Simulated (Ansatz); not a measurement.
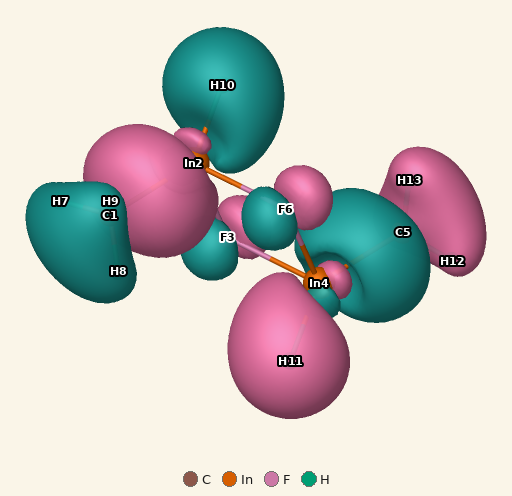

Figure 1: C2H8F2In2 (SMILES [CH3][InH-]1[F+][InH-]([CH3])[F+]1). The HOMO at ±0.06 Å⁻³ᐟ² (teal and pink are the two phases), seen at a tilt.

Geometry: PBE0-D4/def2-TZVP; core potentials replace the inner electrons of In.

These are results of RKS PBE0-D4/def2-TZVPP in Ansatz, not measurements.

```csv
atom,x (Å),y (Å),z (Å)
C,-1.5570,1.2445,2.3580
In,0.1456,1.2870,1.0875
F,-0.6405,0.7932,-0.8509
In,-0.1424,-1.2849,-1.0836
C,1.5534,-1.2511,-2.3635
F,0.6526,-0.7882,0.8508
H,-1.9913,2.2379,2.4716
H,-2.2967,0.5775,1.9146
H,-1.2810,0.8659,3.3428
H,1.5986,2.1046,0.7414
H,-1.5972,-2.0944,-0.7260
H,1.7299,-2.2181,-2.8337
H,2.4249,-0.9739,-1.7696
H,1.4010,-0.4999,-3.1394
```

Where does this orbital lie, and at what energy?

By Hirshfeld shares it lies mainly on C5 (about 20 %), C1 (about 20 %), In4 (about 15 %), In2 (about 15 %), H11 (about 10 %) and H10 (about 10 %). Its energy is −7.90 eV.
